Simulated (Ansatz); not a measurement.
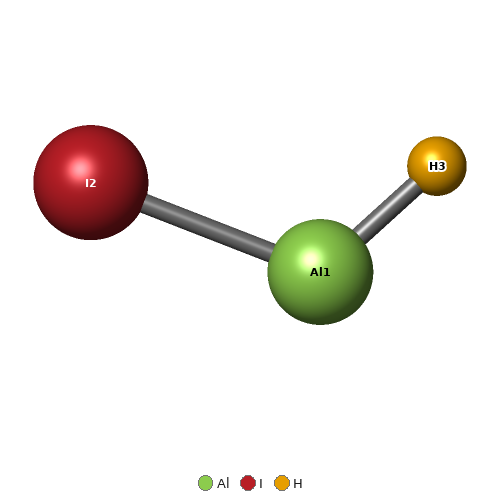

The system is AlHI, SMILES [AlH][I], spin multiplicity 2; the picture shows the reference structure. First axis: angle I2–Al1–H3 (carried through 180). Second axis: change of the bonds Al1–I2, Al1–H3, all alike. Nothing is relaxed (all other coordinates rigid). The grid has 9 × 9 points; 45 points were computed and 36 follow by symmetry. Points are written as (first, second). Energies are in kJ/mol, from the lowest grid point. Energies and slopes of some neighbouring points disagree (a jump in structure or state, or too coarse a mesh). Theory: UKS wB97X-V/def2-SVP in Ansatz.

Its coordinates:

```xyz
3

Al   -0.4068   -0.5813   -0.2821
I     1.7171   -0.1085    0.9282
H    -1.3104    0.6897   -0.6461
```

Range: angle I2–Al1–H3 (carried through 180) from 98.2 to 261.8°; change of the bonds Al1–I2, Al1–H3, all alike from −0.225 to 0.348 Å.

Q: Predict the map.

A: The lowest grid point is at (118.6°, −0.010 Å). The same energy is found at (241.4°, −0.010 Å). The highest grid point, (180.0°, −0.225 Å), lies 196 kJ/mol above the lowest.

```tsv
second ↓, first →	98.2	118.6	139.1	159.5	180.0	200.5	220.9	241.4	261.8
0.348	94	85	97	121	137	121	97	85	94
0.276	68	58	72	101	123	101	72	58	68
0.205	45	35	51	85	113	85	51	35	45
0.133	27	16	33	72	108	72	33	16	27
0.061	16	4	22	64	111	64	22	4	16
−0.010	13	0	18	64	123	64	18	0	13
−0.082	23	8	27	74	145	74	27	8	23
−0.153	49	31	50	97	160	97	50	31	49
−0.225	95	76	93	140	196	140	93	76	95
```

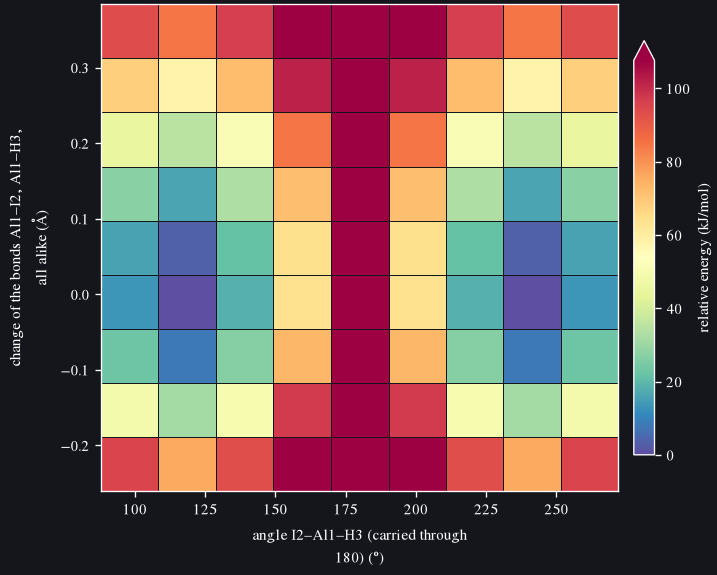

In the figure: one coloured cell a grid point, one colour for all values above the top of the scale.

Time for the 45 points that were run: 18 min on 1 thread of Arm Neoverse N1 (shared host).
